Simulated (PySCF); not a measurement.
C5H13NSi (SMILES C[SiH2]N1CCCC1)

```tsv
atom	x (Å)	y (Å)	z (Å)
C	2.8567	0.5023	-0.1627
Si	1.6568	-0.9611	-0.0856
N	0.0644	-0.3396	-0.1756
C	-1.0932	-1.1734	-0.4079
C	-2.2061	-0.1775	-0.7122
C	-1.8952	0.9398	0.2805
C	-0.3629	0.9635	0.3134
H	2.6912	1.1118	-1.0458
H	2.7654	1.1472	0.7060
H	3.8797	0.1434	-0.1974
H	1.8139	-1.8548	-1.2400
H	1.9389	-1.7311	1.1459
H	-0.8957	-1.8686	-1.2250
H	-1.3485	-1.7638	0.4850
H	-2.1067	0.1884	-1.7345
H	-3.2004	-0.5994	-0.5800
H	-2.2901	0.6797	1.2637
H	-2.3141	1.8992	-0.0174
H	0.0088	1.1613	1.3238
H	0.0319	1.7436	-0.3469
```

Geometry: GFN2-xTB.

Level of theory: PySCF 2.14.0, PBE0/pcSseg-1, SCF density, gas phase, non-relativistic.

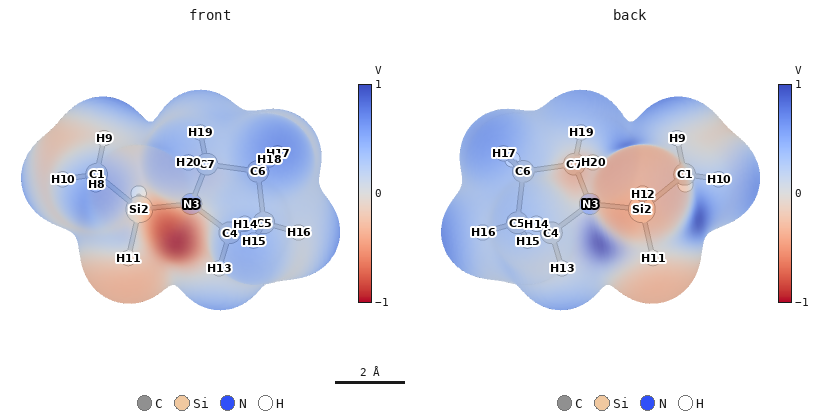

Figure 1. The molecular electrostatic potential painted on the density surface at 0.002 e/bohr³, seen from the front and from behind; red is negative and blue positive.

Q: Where is the surface potential most negative and most positive?

A: The most negative region (about −0.9 V) lies over N3, the most positive (about +0.8 V) over Si2.

Q: How polar is the molecule by this calculation?

A: Its dipole moment is 1.13 D.

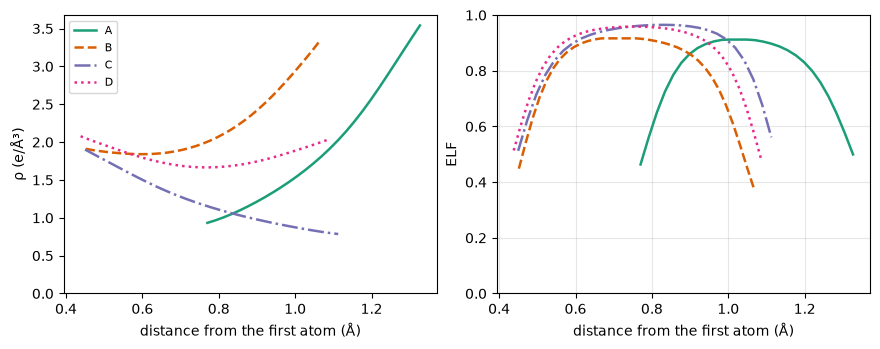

Figure 2. Electron density and electron localisation function along straight lines between neighbouring atoms. The curves leave out the atomic cores.

Q: Which curve belongs to which contact (C–C, C–N, C–Si and Si–N)? The first atom named is at distance zero.

A: Curve A: Si–N (1.71 Å): ρ at the midpoint is about 1.1 e/Å³; the ELF peaks at about 0.90 between the atoms: a shared but strongly polarised pair. Curve B: C–N (1.45 Å): ρ at the midpoint is about 1.9 e/Å³; the ELF peaks at about 0.90 between the atoms; a covalent bond. Curve C: C–Si (1.89 Å): the density is about 0.93 e/Å³ at the midpoint; the ELF peaks at about 0.95 between the atoms; a shared electron pair. Curve D: C–C (1.52 Å): the density is about 1.7 e/Å³ at the midpoint; the ELF peaks at about 0.95 between the atoms (a covalent bond).
